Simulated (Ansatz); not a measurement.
# Molecular dynamics of TaNH₃Cl₅ (part 5 of 5)

Continued. System: TaNH₃Cl₅. Method: RKS PBE/def2-SVP (Ansatz 0.2.0). It belongs to a series of runs on one base structure; here: dynamics from the highest image of the converged band.

Geometry of the input (Å):
```
Ta 0.0488  -0.0018  0.0913
N  2.0914  0.1176  0.2033
H  2.5792  0.4741  1.0335
H  2.6912  0.1551  -0.6292
Cl 0.1940  0.2722  2.4134
Cl 0.4948  -0.5965  -2.1303
Cl -0.8199  2.0632  -0.3607
Cl -1.7651  -1.4514  0.2477
Cl 1.5420  -2.8242  0.7338
H  2.1125  -1.6086  0.5366
```

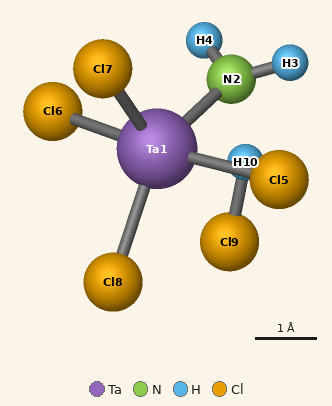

**Figure 1.** The geometry at step 176 of the log (ball-and-stick view, seen at a tilt; atoms are numbered from 1 in the order of the input).

## Trajectory as extended XYZ, continued
```
10
Properties=species:S:1:pos:R:3:forces:R:3 step=149 time_fs=74.5 energy=-65664.56922 temperature=21.2
Ta    0.0585   -0.0110    0.1013    0.6005  -0.2734   0.1191
N     2.1409    0.0947    0.2615   -0.7673  -0.2723  -0.1535
H     2.6287    0.4035    1.0972    0.0375   0.1731   0.5303
H     2.7660    0.2037   -0.5362    0.0384  -0.0054  -0.4373
Cl    0.1071    0.3150    2.4513    0.1138   0.0383  -0.4313
Cl    0.4516   -0.5136   -2.1721    0.0666  -0.0760   0.3617
Cl   -0.7617    2.0460   -0.4534   -0.1190   0.0674   0.1908
Cl   -1.6890   -1.5350    0.3454   -0.0192   0.2412  -0.1682
Cl    1.4652   -2.7929    0.6555    0.1139   0.0955  -0.0160
H     2.1219   -1.5883    0.5027   -0.0651   0.0116   0.0043
10
Properties=species:S:1:pos:R:3:forces:R:3 step=152 time_fs=76.0 energy=-65664.57254 temperature=24.4
Ta    0.0584   -0.0117    0.1014    0.5867  -0.2534   0.1344
N     2.1393    0.0942    0.2620   -0.6847  -0.2024   0.2199
H     2.6372    0.4077    1.0988   -0.1188   0.0816   0.2574
H     2.7560    0.1931   -0.5390    0.1520   0.0192  -0.5494
Cl    0.1067    0.3172    2.4505    0.1129   0.0367  -0.4226
Cl    0.4523   -0.5139   -2.1715    0.0682  -0.0768   0.3514
Cl   -0.7617    2.0464   -0.4523   -0.1164   0.0593   0.1884
Cl   -1.6881   -1.5347    0.3454   -0.0358   0.2277  -0.1660
Cl    1.4647   -2.7920    0.6537    0.1316   0.1181  -0.0132
H     2.1264   -1.5870    0.5089   -0.0958  -0.0101  -0.0003
10
Properties=species:S:1:pos:R:3:forces:R:3 step=155 time_fs=77.5 energy=-65664.57913 temperature=30.7
Ta    0.0585   -0.0123    0.1015    0.5571  -0.2274   0.1436
N     2.1366    0.0934    0.2627   -0.2609  -0.0486   0.3061
H     2.6432    0.4137    1.1056   -0.3186  -0.0535  -0.1600
H     2.7489    0.1828   -0.5528   -0.0185   0.0086  -0.2260
Cl    0.1062    0.3195    2.4494    0.1124   0.0356  -0.4073
Cl    0.4531   -0.5142   -2.1706    0.0697  -0.0792   0.3350
Cl   -0.7617    2.0469   -0.4511   -0.1136   0.0518   0.1855
Cl   -1.6873   -1.5342    0.3453   -0.0547   0.2109  -0.1628
Cl    1.4643   -2.7910    0.6519    0.1391   0.1210  -0.0078
H     2.1290   -1.5858    0.5151   -0.1121  -0.0189  -0.0061
10
Properties=species:S:1:pos:R:3:forces:R:3 step=157 time_fs=78.5 energy=-65664.58064 temperature=32.2
Ta    0.0585   -0.0128    0.1016    0.5310  -0.2071   0.1460
N     2.1346    0.0928    0.2635    0.0099   0.0201   0.1578
H     2.6436    0.4172    1.1089   -0.3777  -0.1040  -0.3359
H     2.7442    0.1761   -0.5652   -0.1914  -0.0015   0.0953
Cl    0.1060    0.3210    2.4486    0.1128   0.0351  -0.3946
Cl    0.4536   -0.5144   -2.1699    0.0705  -0.0816   0.3214
Cl   -0.7617    2.0472   -0.4502   -0.1112   0.0466   0.1836
Cl   -1.6868   -1.5338    0.3451   -0.0679   0.1982  -0.1602
Cl    1.4640   -2.7903    0.6507    0.1372   0.1106  -0.0028
H     2.1294   -1.5853    0.5192   -0.1131  -0.0163  -0.0106
10
Properties=species:S:1:pos:R:3:forces:R:3 step=160 time_fs=80.0 energy=-65664.58283 temperature=34.3
Ta    0.0587   -0.0135    0.1018    0.4845  -0.1727   0.1455
N     2.1315    0.0919    0.2648    0.1291   0.0022  -0.2076
H     2.6376    0.4207    1.1078   -0.2928  -0.0748  -0.3176
H     2.7333    0.1660   -0.5814   -0.3365   0.0028   0.4403
Cl    0.1057    0.3232    2.4471    0.1144   0.0348  -0.3729
Cl    0.4545   -0.5148   -2.1687    0.0718  -0.0855   0.2989
Cl   -0.7618    2.0477   -0.4489   -0.1067   0.0380   0.1807
Cl   -1.6860   -1.5330    0.3448   -0.0875   0.1775  -0.1558
Cl    1.4638   -2.7892    0.6488    0.1241   0.0785   0.0061
H     2.1279   -1.5847    0.5251   -0.1004  -0.0007  -0.0176
10
Properties=species:S:1:pos:R:3:forces:R:3 step=163 time_fs=81.5 energy=-65664.58959 temperature=40.8
Ta    0.0589   -0.0143    0.1020    0.4278  -0.1353   0.1425
N     2.1286    0.0910    0.2658   -0.1636  -0.1482  -0.4972
H     2.6256    0.4228    1.1003   -0.0459   0.0611  -0.0156
H     2.7156    0.1560   -0.5887   -0.2295   0.0357   0.4254
Cl    0.1055    0.3255    2.4454    0.1163   0.0350  -0.3490
Cl    0.4553   -0.5153   -2.1673    0.0740  -0.0893   0.2752
Cl   -0.7620    2.0482   -0.4474   -0.1007   0.0280   0.1781
Cl   -1.6853   -1.5322    0.3444   -0.1062   0.1555  -0.1511
Cl    1.4636   -2.7881    0.6470    0.1016   0.0324   0.0159
H     2.1244   -1.5841    0.5306   -0.0739   0.0250  -0.0242
10
Properties=species:S:1:pos:R:3:forces:R:3 step=165 time_fs=82.5 energy=-65664.59261 temperature=43.7
Ta    0.0591   -0.0148    0.1021    0.3822  -0.1093   0.1398
N     2.1266    0.0903    0.2661   -0.4906  -0.2682  -0.5168
H     2.6167    0.4247    1.0947    0.1271   0.1619   0.2138
H     2.7009    0.1497   -0.5884   -0.0295   0.0676   0.2128
Cl    0.1054    0.3270    2.4441    0.1172   0.0355  -0.3314
Cl    0.4560   -0.5156   -2.1663    0.0761  -0.0916   0.2589
Cl   -0.7621    2.0486   -0.4463   -0.0961   0.0208   0.1763
Cl   -1.6848   -1.5316    0.3441   -0.1185   0.1404  -0.1480
Cl    1.4635   -2.7873    0.6458    0.0839  -0.0017   0.0224
H     2.1211   -1.5835    0.5340   -0.0518   0.0446  -0.0279
10
Properties=species:S:1:pos:R:3:forces:R:3 step=168 time_fs=84.0 energy=-65664.59171 temperature=42.9
Ta    0.0594   -0.0155    0.1023    0.2986  -0.0704   0.1332
N     2.1229    0.0889    0.2658   -0.8782  -0.3565  -0.2089
H     2.6059    0.4306    1.0904    0.2441   0.2228   0.3357
H     2.6791    0.1416   -0.5852    0.3245   0.1139  -0.2209
Cl    0.1053    0.3294    2.4420    0.1174   0.0364  -0.3015
Cl    0.4569   -0.5161   -2.1646    0.0793  -0.0951   0.2331
Cl   -0.7624    2.0491   -0.4447   -0.0891   0.0101   0.1734
Cl   -1.6842   -1.5307    0.3435   -0.1371   0.1171  -0.1432
Cl    1.4634   -2.7861    0.6440    0.0586  -0.0500   0.0314
H     2.1153   -1.5817    0.5386   -0.0181   0.0717  -0.0323
10
Properties=species:S:1:pos:R:3:forces:R:3 step=171 time_fs=85.5 energy=-65664.59319 temperature=44.3
Ta    0.0597   -0.0163    0.1025    0.1952  -0.0331   0.1209
N     2.1178    0.0869    0.2653   -0.8248  -0.2651   0.2133
H     2.6000    0.4410    1.0927    0.1361   0.1265   0.0913
H     2.6640    0.1359   -0.5863    0.4856   0.1363  -0.3980
Cl    0.1053    0.3317    2.4398    0.1162   0.0378  -0.2667
Cl    0.4579   -0.5167   -2.1628    0.0812  -0.0992   0.2039
Cl   -0.7627    2.0497   -0.4429   -0.0825  -0.0001   0.1701
Cl   -1.6837   -1.5296    0.3429   -0.1568   0.0935  -0.1382
Cl    1.4633   -2.7850    0.6422    0.0402  -0.0848   0.0387
H     2.1090   -1.5783    0.5425    0.0095   0.0882  -0.0352
10
Properties=species:S:1:pos:R:3:forces:R:3 step=173 time_fs=86.5 energy=-65664.59716 temperature=48.1
Ta    0.0599   -0.0168    0.1027    0.1159  -0.0104   0.1083
N     2.1137    0.0854    0.2651   -0.5268  -0.1408   0.3124
H     2.5979    0.4496    1.0957    0.0050   0.0169  -0.1589
H     2.6595    0.1337   -0.5915    0.4028   0.1319  -0.2416
Cl    0.1053    0.3333    2.4382    0.1151   0.0388  -0.2414
Cl    0.4586   -0.5172   -2.1616    0.0811  -0.1024   0.1823
Cl   -0.7630    2.0501   -0.4416   -0.0784  -0.0065   0.1675
Cl   -1.6834   -1.5289    0.3424   -0.1703   0.0782  -0.1348
Cl    1.4633   -2.7843    0.6410    0.0344  -0.0954   0.0422
H     2.1050   -1.5751    0.5447    0.0213   0.0895  -0.0362
10
Properties=species:S:1:pos:R:3:forces:R:3 step=176 time_fs=88.0 energy=-65664.59988 temperature=50.7
Ta    0.0603   -0.0176    0.1029   -0.0162   0.0190   0.0826
N     2.1070    0.0829    0.2651    0.0566   0.0271   0.1129
H     2.5944    0.4626    1.0968   -0.1395  -0.1094  -0.4088
H     2.6594    0.1327   -0.6026    0.1050   0.1036   0.2239
Cl    0.1054    0.3357    2.4357    0.1137   0.0408  -0.2019
Cl    0.4597   -0.5179   -2.1596    0.0790  -0.1073   0.1483
Cl   -0.7634    2.0506   -0.4397   -0.0724  -0.0161   0.1636
Cl   -1.6830   -1.5278    0.3417   -0.1900   0.0563  -0.1297
Cl    1.4632   -2.7832    0.6393    0.0363  -0.0883   0.0453
H     2.0993   -1.5686    0.5474    0.0275   0.0742  -0.0362
10
Properties=species:S:1:pos:R:3:forces:R:3 step=179 time_fs=89.5 energy=-65664.59949 temperature=50.4
Ta    0.0606   -0.0183    0.1032   -0.1587   0.0417   0.0508
N     2.1003    0.0805    0.2653    0.4534   0.0787  -0.2536
H     2.5882    0.4734    1.0897   -0.1351  -0.1140  -0.3525
H     2.6615    0.1340   -0.6092   -0.1457   0.0669   0.5566
Cl    0.1055    0.3381    2.4331    0.1130   0.0433  -0.1625
Cl    0.4608   -0.5186   -2.1575    0.0759  -0.1112   0.1154
Cl   -0.7638    2.0511   -0.4377   -0.0660  -0.0263   0.1596
Cl   -1.6828   -1.5266    0.3408   -0.2077   0.0363  -0.1249
Cl    1.4632   -2.7823    0.6376    0.0490  -0.0553   0.0460
H     2.0941   -1.5605    0.5492    0.0219   0.0400  -0.0349
10
Properties=species:S:1:pos:R:3:forces:R:3 step=181 time_fs=90.5 energy=-65664.60178 temperature=52.6
Ta    0.0609   -0.0189    0.1034   -0.2561   0.0533   0.0282
N     2.0963    0.0789    0.2653    0.5185   0.0380  -0.4362
H     2.5824    0.4792    1.0806   -0.0542  -0.0474  -0.1564
H     2.6616    0.1356   -0.6074   -0.1907   0.0462   0.5587
Cl    0.1057    0.3397    2.4313    0.1128   0.0451  -0.1367
Cl    0.4616   -0.5192   -2.1560    0.0740  -0.1129   0.0951
Cl   -0.7641    2.0515   -0.4362   -0.0613  -0.0337   0.1570
Cl   -1.6827   -1.5258    0.3402   -0.2180   0.0241  -0.1220
Cl    1.4632   -2.7816    0.6364    0.0607  -0.0237   0.0457
H     2.0910   -1.5547    0.5500    0.0144   0.0108  -0.0334
10
Properties=species:S:1:pos:R:3:forces:R:3 step=184 time_fs=92.0 energy=-65664.60528 temperature=55.9
Ta    0.0612   -0.0196    0.1036   -0.4004   0.0678  -0.0053
N     2.0908    0.0766    0.2647    0.3721  -0.0767  -0.4439
H     2.5731    0.4874    1.0649    0.0970   0.0908   0.2156
H     2.6586    0.1389   -0.5953   -0.0490   0.0285   0.2152
Cl    0.1059    0.3421    2.4285    0.1122   0.0480  -0.0981
Cl    0.4628   -0.5201   -2.1538    0.0723  -0.1140   0.0674
Cl   -0.7647    2.0520   -0.4340   -0.0540  -0.0450   0.1529
Cl   -1.6827   -1.5247    0.3392   -0.2316   0.0070  -0.1180
Cl    1.4633   -2.7807    0.6348    0.0782   0.0274   0.0447
H     2.0865   -1.5457    0.5506    0.0033  -0.0339  -0.0305
10
Properties=species:S:1:pos:R:3:forces:R:3 step=187 time_fs=93.5 energy=-65664.60078 temperature=51.6
Ta    0.0615   -0.0204    0.1039   -0.5362   0.0820  -0.0380
N     2.0859    0.0742    0.2634    0.1969  -0.1208  -0.0846
H     2.5657    0.4975    1.0536    0.1370   0.1433   0.4081
H     2.6547    0.1429   -0.5790    0.2227   0.0252  -0.3191
Cl    0.1063    0.3446    2.4256    0.1107   0.0505  -0.0580
Cl    0.4641   -0.5210   -2.1516    0.0714  -0.1145   0.0407
Cl   -0.7652    2.0525   -0.4317   -0.0470  -0.0557   0.1483
Cl   -1.6828   -1.5235    0.3382   -0.2442  -0.0093  -0.1142
Cl    1.4634   -2.7797    0.6331    0.0902   0.0693   0.0442
H     2.0821   -1.5375    0.5506   -0.0015  -0.0700  -0.0273
10
Properties=species:S:1:pos:R:3:forces:R:3 step=189 time_fs=94.5 energy=-65664.59651 temperature=47.6
Ta    0.0616   -0.0209    0.1041   -0.6188   0.0927  -0.0604
N     2.0828    0.0725    0.2624    0.2429  -0.0541   0.2150
H     2.5624    0.5058    1.0507    0.0628   0.0853   0.3517
H     2.6544    0.1458   -0.5711    0.3348   0.0203  -0.5510
Cl    0.1065    0.3463    2.4237    0.1091   0.0519  -0.0297
Cl    0.4650   -0.5217   -2.1501    0.0706  -0.1152   0.0220
Cl   -0.7656    2.0528   -0.4301   -0.0429  -0.0620   0.1448
Cl   -1.6830   -1.5227    0.3374   -0.2527  -0.0201  -0.1116
Cl    1.4635   -2.7790    0.6321    0.0932   0.0864   0.0446
H     2.0791   -1.5328    0.5502    0.0011  -0.0852  -0.0252
10
Properties=species:S:1:pos:R:3:forces:R:3 step=192 time_fs=96.0 energy=-65664.59530 temperature=46.3
Ta    0.0617   -0.0216    0.1043   -0.7256   0.1112  -0.0959
N     2.0785    0.0699    0.2613    0.6487   0.1614   0.4014
H     2.5581    0.5194    1.0521   -0.1246  -0.0906   0.0899
H     2.6597    0.1505   -0.5690    0.2267  -0.0113  -0.4574
Cl    0.1070    0.3488    2.4208    0.1066   0.0536   0.0148
Cl    0.4663   -0.5228   -2.1478    0.0682  -0.1173  -0.0084
Cl   -0.7662    2.0532   -0.4277   -0.0378  -0.0699   0.1388
Cl   -1.6834   -1.5215    0.3362   -0.2657  -0.0364  -0.1074
Cl    1.4637   -2.7780    0.6305    0.0894   0.0922   0.0460
H     2.0748   -1.5273    0.5493    0.0141  -0.0928  -0.0218
10
Properties=species:S:1:pos:R:3:forces:R:3 step=195 time_fs=97.5 energy=-65664.59311 temperature=44.2
Ta    0.0618   -0.0223    0.1046   -0.8041   0.1312  -0.1335
N     2.0753    0.0675    0.2607    1.1946   0.3710   0.1876
H     2.5512    0.5311    1.0554   -0.2496  -0.2361  -0.1362
H     2.6695    0.1549   -0.5762   -0.1123  -0.0653   0.0026
Cl    0.1075    0.3514    2.4180    0.1054   0.0547   0.0598
Cl    0.4677   -0.5239   -2.1455    0.0649  -0.1204  -0.0400
Cl   -0.7668    2.0536   -0.4252   -0.0337  -0.0764   0.1323
Cl   -1.6839   -1.5203    0.3350   -0.2780  -0.0520  -0.1029
Cl    1.4639   -2.7769    0.6289    0.0768   0.0768   0.0484
H     2.0707   -1.5238    0.5478    0.0361  -0.0834  -0.0181
10
Properties=species:S:1:pos:R:3:forces:R:3 step=197 time_fs=98.5 energy=-65664.58950 temperature=40.8
Ta    0.0618   -0.0228    0.1047   -0.8365   0.1438  -0.1578
N     2.0741    0.0662    0.2605    1.4196   0.4299  -0.0473
H     2.5438    0.5363    1.0564   -0.2445  -0.2589  -0.1691
H     2.6752    0.1572   -0.5816   -0.3094  -0.0943   0.2830
Cl    0.1079    0.3531    2.4161    0.1057   0.0552   0.0889
Cl    0.4686   -0.5247   -2.1440    0.0631  -0.1221  -0.0601
Cl   -0.7672    2.0538   -0.4234   -0.0312  -0.0805   0.1277
Cl   -1.6843   -1.5196    0.3342   -0.2851  -0.0616  -0.0999
Cl    1.4641   -2.7761    0.6279    0.0650   0.0584   0.0502
H     2.0684   -1.5225    0.5467    0.0535  -0.0699  -0.0156
10
Properties=species:S:1:pos:R:3:forces:R:3 step=200 time_fs=100.0 energy=-65664.58944 temperature=40.7
Ta    0.0617   -0.0235    0.1050   -0.8528   0.1594  -0.1897
N     2.0742    0.0649    0.2601    1.3723   0.3559  -0.3154
H     2.5286    0.5397    1.0550   -0.1064  -0.1680  -0.0221
H     2.6780    0.1588   -0.5843   -0.3868  -0.1017   0.4185
Cl    0.1085    0.3558    2.4133    0.1076   0.0555   0.1296
Cl    0.4700   -0.5260   -2.1418    0.0621  -0.1235  -0.0869
Cl   -0.7679    2.0541   -0.4208   -0.0275  -0.0866   0.1206
Cl   -1.6852   -1.5185    0.3328   -0.2930  -0.0737  -0.0955
Cl    1.4644   -2.7750    0.6263    0.0449   0.0258   0.0529
H     2.0660   -1.5217    0.5446    0.0796  -0.0431  -0.0120
```

## Results in brief

| quantity | value |
| --- | --- |
| outcome | finished |
| mean temperature over the second half | 38 K |
| trajectory | 200 steps, 100 fs |
| ensemble | nve |
| temperature in the input | 100.0 K |
| time step | 0.5 fs |
| potential energy (last step) | −65664.5895 eV |
| mean-field energy (last step) | −65664.5895 eV |
| largest force (length of the vector) (last step) | 1.452 eV/Å |
| wall time | 8.2 min (CPU time 31 min) |
| peak memory | 0.26 GiB |

## Notes

So short a trajectory is not equilibrated.
